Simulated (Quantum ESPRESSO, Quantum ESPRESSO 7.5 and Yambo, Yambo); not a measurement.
# Quasiparticle gap of GaAs (F-43m) in Yambo

How does a plane-wave GW calculation on GaAs (F-43m) run from the first input to the gap?

Method: PBE and many-body steps on it, plane waves, in Quantum ESPRESSO 7.5 and Yambo 5.3.0.

**The experiments to reproduce.**

- Gap 1.51 eV: band-edge emission energy from PL (direct gap at Gamma); photoluminescence, 633 nm excitation; 77 K; bulk crystal (MBE GaAs matrix around a thin InAs wetting layer on semi-insulating GaAs (100)) (“Photoluminescence of InAs/GaAs quantum dots under direct two-photon excitation”, 2020, pmc:7331710).

- Gap 1.42 eV: band-edge photoluminescence emission energy of the GaAs substrate; time-integrated photoluminescence; 300 K; bulk crystal ((001) GaAs substrate beneath GaBiAs epilayers) (“Investigation of the anisotropic electron g factor as a probe of the electronic structure of GaBixAs1-x/GaAs epilayers”, 2014, arxiv:1409.8467).

- Gap 1.418 ± 0.005 eV: direct gap E0 at Gamma from PR; modulated photoreflectance, low-field lineshape fit; 300 K; bulk crystal (semi-insulating GaAs(001) reference substrate) (“Evidence of valence band perturbations in GaAsN/GaAs(001): A combined variable-angle spectroscopic ellipsometry and modulated photoreflectance investigation”, 2008, arxiv:0805.2212).

- Gap 1.412 ± 0.01 eV: direct gap E0 at Gamma from ellipsometry; variable-angle spectroscopic ellipsometry, parametric critical-point fit; 300 K; bulk crystal (semi-insulating GaAs(001) reference substrate with native oxide) (“Evidence of valence band perturbations in GaAsN/GaAs(001): A combined variable-angle spectroscopic ellipsometry and modulated photoreflectance investigation”, 2008, arxiv:0805.2212).

### 1. Starting point

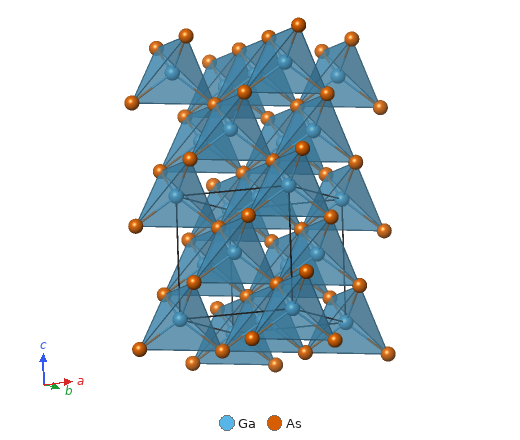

The starting structure, seen from a free direction (gallium blue, arsenic orange). 1×1×2 cells are drawn. This picture shows the conventional cell, with its axes. Some periodic images of atoms are drawn too.

The cell and positions come from the Crystallography Open Database and are kept as given unless a step says otherwise.

### 2. Ground state

This step: Quantum ESPRESSO 7.5; DFT, PBE, plane waves, norm-conserving pseudopotentials.

The ground-state density comes first.

The input, pw.in:

```
&control
  calculation = 'scf'
  prefix = 'x'
  outdir = 'o'
  pseudo_dir = 'pseudo'
/
&system
  ibrav = 0
  nat = 2
  ntyp = 2
  ecutwfc = 104.0
  nbnd = 27
  force_symmorphic = .true.
/
&electrons
  conv_thr = 1e-10
  electron_maxstep = 80
  mixing_beta = 0.5
/
ATOMIC_SPECIES
  Ga 69.723 Ga.upf
  As 74.922 As.upf
CELL_PARAMETERS angstrom
  0.0000000000 2.8268500000 2.8268500000
  2.8268500000 0.0000000000 2.8268500000
  2.8268500000 2.8268500000 0.0000000000
ATOMIC_POSITIONS crystal
  Ga 0.0000000000 0.0000000000 0.0000000000
  As 0.2500000000 0.2500000000 0.2500000000
K_POINTS automatic
  6 6 6 0 0 0
```

The run is started by

```bash
OMP_NUM_THREADS=1 mpirun -n 4 pw.x -nk 4 -in pw.in > pw.out
```

The log of the run:

```text
Program PWSCF v.7.5 starts

     This program is part of the open-source Quantum ESPRESSO suite
     for quantum simulation of materials; please cite
         "P. Giannozzi et al., J. Phys.:Condens. Matter 21 395502 (2009);
         "P. Giannozzi et al., J. Phys.:Condens. Matter 29 465901 (2017);
         "P. Giannozzi et al., J. Chem. Phys. 152 154105 (2020);
     in publications or presentations arising from this work. More details at
     Message from routine setup:
     using ibrav=0 with symmetry is DISCOURAGED, use correct ibrav instead

     G-vector sticks info

     bravais-lattice index     =            0
     lattice parameter (alat)  =       7.5547  a.u.
     unit-cell volume          =     304.8842 (a.u.)^3
     number of atoms/cell      =            2
     number of atomic types    =            2
     number of electrons       =        44.00
     number of Kohn-Sham states=           27
     kinetic-energy cutoff     =     104.0000  Ry
     charge density cutoff     =     416.0000  Ry
     scf convergence threshold =      1.0E-10
     mixing beta               =       0.5000
     number of iterations used =            8  plain     mixing
     Exchange-correlation= PBE
                           (   1   4   3   4   0   0   0)

     celldm(1)=   7.554690  celldm(2)=   0.000000  celldm(3)=   0.000000
     celldm(4)=   0.000000  celldm(5)=   0.000000  celldm(6)=   0.000000

     crystal axes: (cart. coord. in units of alat)
               a(1) = (   0.000000   0.707107   0.707107 )
               a(2) = (   0.707107   0.000000   0.707107 )
               a(3) = (   0.707107   0.707107   0.000000 )

     reciprocal axes: (cart. coord. in units 2 pi/alat)
               b(1) = ( -0.707107  0.707107  0.707107 )
               b(2) = (  0.707107 -0.707107  0.707107 )
               b(3) = (  0.707107  0.707107 -0.707107 )
     Pseudo is Norm-conserving + core correction, Zval = 21.0
     Generated using ONCVPSP code by D. R. Hamann
     Using radial grid of 1902 points,  6 beta functions with:
     Pseudo is Norm-conserving + core correction, Zval = 23.0
     Generated using ONCVPSP code by D. R. Hamann
     Using radial grid of 1358 points,  6 beta functions with:
     Ga               21.00    69.72300     Ga( 1.00)
     As               23.00    74.92200     As( 1.00)

     24 Sym. Ops. (no inversion) found

   Cartesian axes

     site n.     atom                  positions (alat units)
         1        Ga     tau(   1) = (   0.0000000   0.0000000   0.0000000  )
         2        As     tau(   2) = (   0.3535534   0.3535534   0.3535534  )

     number of k points=    16
                       cart. coord. in units 2pi/alat
        k(    1) = (   0.0000000   0.0000000   0.0000000), wk =   0.0092593
        k(    2) = (   0.1178511   0.1178511  -0.1178511), wk =   0.0740741
        k(    3) = (   0.2357023   0.2357023  -0.2357023), wk =   0.0740741
        k(    4) = (  -0.3535534  -0.3535534   0.3535534), wk =   0.0370370
        k(    5) = (   0.2357023   0.0000000  -0.0000000), wk =   0.0555556
        k(    6) = (   0.3535534   0.1178511  -0.1178511), wk =   0.2222222
        k(    7) = (  -0.2357023  -0.4714045   0.4714045), wk =   0.2222222
        k(    8) = (  -0.1178511  -0.3535534   0.3535534), wk =   0.2222222
        k(    9) = (   0.0000000  -0.2357023   0.2357023), wk =   0.1111111
        k(   10) = (   0.4714045   0.0000000  -0.0000000), wk =   0.0555556
     [... 4 further rows ...]
        k(   15) = (  -0.1178511  -0.3535534   0.5892557), wk =   0.2222222
        k(   16) = (  -0.7071068   0.2357023   0.0000000), wk =   0.1111111

     Dense  grid:    43655 G-vectors     FFT dimensions: (  50,  50,  50)

     Initial potential from superposition of free atoms

     starting charge      43.9971, renormalised to      44.0000
     Starting wfcs are   26 randomized atomic wfcs +    1 random wfcs

     per-process dynamical memory:    37.3 Mb

     Self-consistent Calculation

     iteration #  1     ecut=   104.00 Ry     beta= 0.50

     Threshold (ethr) on eigenvalues was too large:
     Diagonalizing with lowered threshold

     total energy              =   -1107.20737927 Ry
     estimated scf accuracy    <       0.05039095 Ry

     iteration #  2     ecut=   104.00 Ry     beta= 0.50

     total energy              =   -1107.21379174 Ry
     estimated scf accuracy    <       0.00645506 Ry

     iteration #  3     ecut=   104.00 Ry     beta= 0.50

     total energy              =   -1107.21415456 Ry
     estimated scf accuracy    <       0.00109571 Ry

     iteration #  4     ecut=   104.00 Ry     beta= 0.50

     total energy              =   -1107.21420482 Ry
     estimated scf accuracy    <       0.00002493 Ry

     iteration #  5     ecut=   104.00 Ry     beta= 0.50

     total energy              =   -1107.21420988 Ry
     estimated scf accuracy    <       0.00000170 Ry

     iteration #  6     ecut=   104.00 Ry     beta= 0.50

     total energy              =   -1107.21421028 Ry
     estimated scf accuracy    <       0.00000013 Ry

     iteration #  7     ecut=   104.00 Ry     beta= 0.50

     total energy              =   -1107.21421032 Ry
     estimated scf accuracy    <       0.00000003 Ry

     iteration #  8     ecut=   104.00 Ry     beta= 0.50

     total energy              =   -1107.21421032 Ry
     estimated scf accuracy    <          8.6E-10 Ry

     iteration #  9     ecut=   104.00 Ry     beta= 0.50

     total energy              =   -1107.21421032 Ry
     estimated scf accuracy    <          2.5E-10 Ry

     iteration # 10     ecut=   104.00 Ry     beta= 0.50

     End of self-consistent calculation

          k = 0.0000 0.0000 0.0000 (  5577 PWs)   bands (ev):

  -174.9302-133.8474-118.3121-118.3121-118.3121 -84.5719 -84.5719 -84.5719
   -25.3230 -25.3230 -25.3230 -25.3139 -25.3139  -4.9669  -4.9669  -4.9669
    -4.8900  -4.8900  -2.8986   9.8275   9.8275   9.8275  10.3456  13.5642
    13.5642  13.5642  17.4293

          k = 0.1179 0.1179-0.1179 (  5468 PWs)   bands (ev):

  -174.9302-133.8474-118.3121-118.3121-118.3121 -84.5717 -84.5717 -84.5717
   -25.3229 -25.3227 -25.3227 -25.3138 -25.3138  -4.9893  -4.9604  -4.9604
    -4.8897  -4.8897  -2.5782   7.1174   9.4474   9.4474  11.4632  14.1115
    14.1115  14.5145  18.7830

          k = 0.2357 0.2357-0.2357 (  5450 PWs)   bands (ev):

  -174.9302-133.8474-118.3121-118.3121-118.3121 -84.5717 -84.5717 -84.5717
   -25.3228 -25.3223 -25.3223 -25.3137 -25.3137  -5.0291  -4.9506  -4.9506
    -4.8878  -4.8878  -1.7513   4.4525   8.9016   8.9016  11.0469  14.5309
    14.5309  17.0827  18.6033

          k =-0.3536-0.3536 0.3536 (  5444 PWs)   bands (ev):

     [... further k-points ...]

     highest occupied, lowest unoccupied level (ev):     9.8275   10.3456

!    total energy              =   -1107.21421032 Ry
     estimated scf accuracy    <          3.5E-12 Ry

     The total energy is the sum of the following terms:
     one-electron contribution =    -990.29940325 Ry
     hartree contribution      =     478.90442036 Ry
     xc contribution           =    -107.04971776 Ry
     ewald contribution        =    -488.76950967 Ry

     convergence has been achieved in  10 iterations

     XML data file, charge density, pseudopotentials, collected wavefunctions

=------------------------------------------------------------------------------=
   JOB DONE.
=------------------------------------------------------------------------------=
```

Elapsed: 13 s, on 4 MPI ranks of Arm Neoverse V1, shared host; peak memory 0.34 GiB; 51 s of CPU time.

This step gave:

```
total energy               : -15064.4168 eV
gap                        : 0.5181 eV
k of the valence top       : 0, 0, 0
k of the conduction bottom : 0, 0, 0
least direct gap           : 0.5181 eV
```

The gap is direct, at Γ.

### 3. Bands along the symmetry lines

Levels along a band path, at the cheap level, show where the edges lie and whether the meshes to come will hold them.

The input, pw.in:

```
&control
  calculation = 'bands'
  prefix = 'x'
  outdir = 'o'
  pseudo_dir = 'pseudo'
/
&system
  ibrav = 0
  nat = 2
  ntyp = 2
  ecutwfc = 104.0
  nbnd = 28
  force_symmorphic = .true.
/
&electrons
  conv_thr = 1e-9
  electron_maxstep = 80
  diago_full_acc = .true.
  diago_thr_init = 5e-6
/
ATOMIC_SPECIES
  Ga 69.723 Ga.upf
  As 74.922 As.upf
CELL_PARAMETERS angstrom
  0.0000000000 2.8268500000 2.8268500000
  2.8268500000 0.0000000000 2.8268500000
  2.8268500000 2.8268500000 0.0000000000
ATOMIC_POSITIONS crystal
  Ga 0.0000000000 0.0000000000 0.0000000000
  As 0.2500000000 0.2500000000 0.2500000000
K_POINTS crystal
  50
  0.00000000 0.00000000 0.00000000 1
  -0.06250000 -0.06250000 0.00000000 1
  -0.12500000 -0.12500000 0.00000000 1
  -0.18750000 -0.18750000 0.00000000 1
  -0.25000000 -0.25000000 0.00000000 1
  -0.31250000 -0.31250000 0.00000000 1
  -0.37500000 -0.37500000 0.00000000 1
  -0.43750000 -0.43750000 0.00000000 1
  -0.50000000 -0.50000000 0.00000000 1
  -0.48437500 -0.48437500 0.03125000 1
  -0.46875000 -0.46875000 0.06250000 1
  -0.45312500 -0.45312500 0.09375000 1
  -0.43750000 -0.43750000 0.12500000 1
  -0.42187500 -0.42187500 0.15625000 1
  -0.40625000 -0.40625000 0.18750000 1
  -0.39062500 -0.39062500 0.21875000 1
  -0.37500000 -0.37500000 0.25000000 1
  -0.37500000 0.00000000 0.37500000 1
  -0.32812500 0.00000000 0.32812500 1
  -0.28125000 0.00000000 0.28125000 1
  -0.23437500 0.00000000 0.23437500 1
  -0.18750000 0.00000000 0.18750000 1
  -0.14062500 0.00000000 0.14062500 1
  -0.09375000 0.00000000 0.09375000 1
  -0.04687500 0.00000000 0.04687500 1
  0.00000000 0.00000000 0.00000000 1
  0.00000000 0.00000000 0.06250000 1
  0.00000000 0.00000000 0.12500000 1
  0.00000000 0.00000000 0.18750000 1
  0.00000000 0.00000000 0.25000000 1
  0.00000000 0.00000000 0.31250000 1
  0.00000000 0.00000000 0.37500000 1
  0.00000000 0.00000000 0.43750000 1
  -0.00000000 -0.00000000 0.50000000 1
  -0.06250000 -0.03125000 0.46875000 1
  -0.12500000 -0.06250000 0.43750000 1
  -0.18750000 -0.09375000 0.40625000 1
  -0.25000000 -0.12500000 0.37500000 1
  -0.31250000 -0.15625000 0.34375000 1
  -0.37500000 -0.18750000 0.31250000 1
  -0.43750000 -0.21875000 0.28125000 1
  -0.50000000 -0.25000000 0.25000000 1
  -0.50000000 -0.28125000 0.21875000 1
  -0.50000000 -0.31250000 0.18750000 1
  -0.50000000 -0.34375000 0.15625000 1
  -0.50000000 -0.37500000 0.12500000 1
  -0.50000000 -0.40625000 0.09375000 1
  -0.50000000 -0.43750000 0.06250000 1
  -0.50000000 -0.46875000 0.03125000 1
  -0.50000000 -0.50000000 0.00000000 1
```

The log of the run:

```text
[banner, memory and clock lines left out]
Program PWSCF v.7.5 starts

     Atomic positions and unit cell read from directory:
     o/x.save/

     Message from routine setup:
     using ibrav=0 with symmetry is DISCOURAGED, use correct ibrav instead

     G-vector sticks info

     bravais-lattice index     =            0
     lattice parameter (alat)  =       7.5547  a.u.
     unit-cell volume          =     304.8842 (a.u.)^3
     number of atoms/cell      =            2
     number of atomic types    =            2
     number of electrons       =        44.00
     number of Kohn-Sham states=           28
     kinetic-energy cutoff     =     104.0000  Ry
     charge density cutoff     =     416.0000  Ry
     Exchange-correlation= PBE
                           (   1   4   3   4   0   0   0)

     celldm(1)=   7.554690  celldm(2)=   0.000000  celldm(3)=   0.000000
     celldm(4)=   0.000000  celldm(5)=   0.000000  celldm(6)=   0.000000

     crystal axes: (cart. coord. in units of alat)
               a(1) = (   0.000000   0.707107   0.707107 )
               a(2) = (   0.707107   0.000000   0.707107 )
               a(3) = (   0.707107   0.707107   0.000000 )

     reciprocal axes: (cart. coord. in units 2 pi/alat)
               b(1) = ( -0.707107  0.707107  0.707107 )
               b(2) = (  0.707107 -0.707107  0.707107 )
               b(3) = (  0.707107  0.707107 -0.707107 )
     Pseudo is Norm-conserving + core correction, Zval = 21.0
     Generated using ONCVPSP code by D. R. Hamann
     Using radial grid of 1902 points,  6 beta functions with:
     Pseudo is Norm-conserving + core correction, Zval = 23.0
     Generated using ONCVPSP code by D. R. Hamann
     Using radial grid of 1358 points,  6 beta functions with:
     Ga               21.00    69.72300     Ga( 1.00)
     As               23.00    74.92200     As( 1.00)

     24 Sym. Ops. (no inversion) found

   Cartesian axes

     site n.     atom                  positions (alat units)
         1        Ga     tau(   1) = (   0.0000000   0.0000000   0.0000000  )
         2        As     tau(   2) = (   0.3535534   0.3535534   0.3535534  )

     number of k points=    50
                       cart. coord. in units 2pi/alat
        k(    1) = (   0.0000000   0.0000000   0.0000000), wk =   0.0400000
        k(    2) = (   0.0000000   0.0000000  -0.0883883), wk =   0.0400000
        k(    3) = (   0.0000000   0.0000000  -0.1767767), wk =   0.0400000
[...]
[... 38 further rows ...]
        k(   49) = (   0.0441942  -0.0000000  -0.7071068), wk =   0.0400000
        k(   50) = (   0.0000000   0.0000000  -0.7071068), wk =   0.0400000

     Dense  grid:    43655 G-vectors     FFT dimensions: (  50,  50,  50)

     The potential is recalculated from file :
     o/x.save/charge-density

     Starting wfcs are   26 randomized atomic wfcs +    2 random wfcs

     Band Structure Calculation

     End of band structure calculation

          k = 0.0000 0.0000 0.0000 (  5577 PWs)   bands (ev):

  -174.9302-133.8474-118.3121-118.3121-118.3121 -84.5719 -84.5719 -84.5719
   -25.3230 -25.3230 -25.3230 -25.3139 -25.3139  -4.9669  -4.9669  -4.9669
    -4.8900  -4.8900  -2.8986   9.8275   9.8275   9.8275  10.3456  13.5642
    13.5642  13.5642  17.4293  19.9896

          k = 0.0000 0.0000-0.0884 (  5493 PWs)   bands (ev):

  -174.9302-133.8473-118.3121-118.3121-118.3121 -84.5718 -84.5718 -84.5716
   -25.3230 -25.3229 -25.3229 -25.3139 -25.3139  -4.9724  -4.9645  -4.9645
[...]
13.8379  13.8379  17.7842  19.1099

          k = 0.0000 0.0000-0.1768 (  5481 PWs)   bands (ev):

  -174.9302-133.8473-118.3121-118.3121-118.3121 -84.5717 -84.5717 -84.5717
[...]
14.5248  14.5248  17.8744  18.7335

          k =-0.0000 0.0000-0.2652 (  5457 PWs)   bands (ev):

[...]
k = 0.0000 0.0000-0.3536 (  5457 PWs)   bands (ev):

[...]
k = 0.0000-0.0000-0.4419 (  5465 PWs)   bands (ev):

[...]
k =-0.0000 0.0000-0.5303 (  5482 PWs)   bands (ev):

[...]
k = 0.0000-0.0000-0.6187 (  5458 PWs)   bands (ev):

[...]
k = 0.5303-0.0000-0.5303 (  5452 PWs)   bands (ev):

[...]
k = 0.0000 0.0000 0.0000 (  5577 PWs)   bands (ev):

[...]
k = 0.1326 0.0000-0.7071 (  5460 PWs)   bands (ev):

[...]
k = 0.0884-0.0000-0.7071 (  5456 PWs)   bands (ev):

[...]
k = 0.0442-0.0000-0.7071 (  5458 PWs)   bands (ev):

  -174.9302-133.8473-118.3121-118.3121-118.3121 -84.5718 -84.5717 -84.5717
[...]
19.8360  19.8531  20.8126  22.7122

          k = 0.0000 0.0000-0.7071 (  5434 PWs)   bands (ev):

  -174.9302-133.8473-118.3121-118.3121-118.3121 -84.5717 -84.5717 -84.5717
   -25.3239 -25.3212 -25.3212 -25.3144 -25.3129  -5.0786  -4.9169  -4.9169
    -4.9153  -4.8771  -0.3967   3.0132   7.1516   7.1516  11.2971  11.4903
    20.0046  20.0046  20.8150  23.1525

     XML data file, pseudopotentials, collected wavefunctions
```

Wall time 7.9 s (4 MPI ranks); peak memory 0.27 GiB; 31 s of CPU time.

Numbers from this step:

```yaml
gap: 0.5181 eV
k_of_the_valence_top: 0, 0, 0
k_of_the_conduction_bottom: 0, 0, 0
least_direct_gap: 0.5181 eV
```

The gap is 0.518 eV, as in the run before at this level.

Electronic bands along the path, in eV, zero at the top of the highest filled band:

| point | band 19 | band 20 | band 21 | band 22 | band 23 | band 24 | band 25 | band 26 |
| --- | --- | --- | --- | --- | --- | --- | --- | --- |
| Γ | -12.73 | 0.00 | 0.00 | 0.00 | 0.52 | 3.74 | 3.74 | 3.74 |
| X | -10.22 | -6.81 | -2.68 | -2.68 | 1.47 | 1.66 | 10.18 | 10.18 |
| U | -10.26 | -6.63 | -3.86 | -2.26 | 1.97 | 4.64 | 7.96 | 8.07 |
| jump to K | -10.26 | -6.63 | -3.86 | -2.26 | 1.97 | 4.64 | 7.96 | 8.07 |
| Γ | -12.73 | 0.00 | 0.00 | 0.00 | 0.52 | 3.74 | 3.74 | 3.74 |
| L | -10.96 | -6.63 | -1.14 | -1.14 | 1.00 | 4.64 | 4.64 | 7.76 |
| W | -10.17 | -6.63 | -3.53 | -3.34 | 4.62 | 4.73 | 5.42 | 6.05 |
| X | -10.22 | -6.81 | -2.68 | -2.68 | 1.47 | 1.66 | 10.18 | 10.18 |

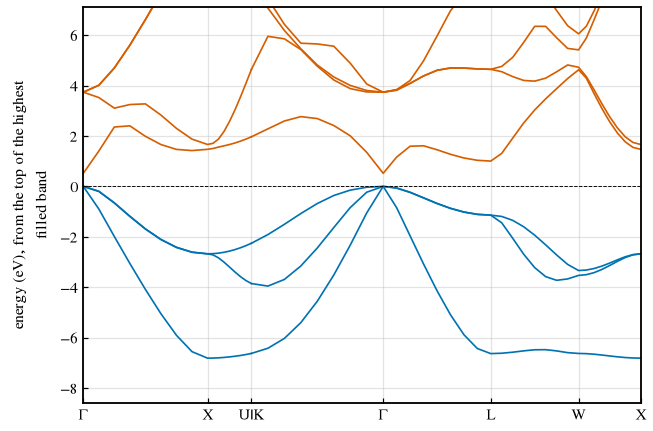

Electronic bands along the path; lines of filled and empty bands in two colours.

[end of part 1 of 3]

[Paths, hosts, dates, memory and timing lines, banners, echoed tables and standing remarks are left out of the program output.]

[Logs are printed without paths, hosts, clocks, repeated set-up lines and the standing remarks that a program may print on its own settings, such as how far it seeks lower states.]

[Runs of the session that timed out or met a known fault of the program may be left out.]

[Hosts, paths, dates, database ids (printed as entryN), source tags and the programs' standing remarks are cut or masked in the printed files.]
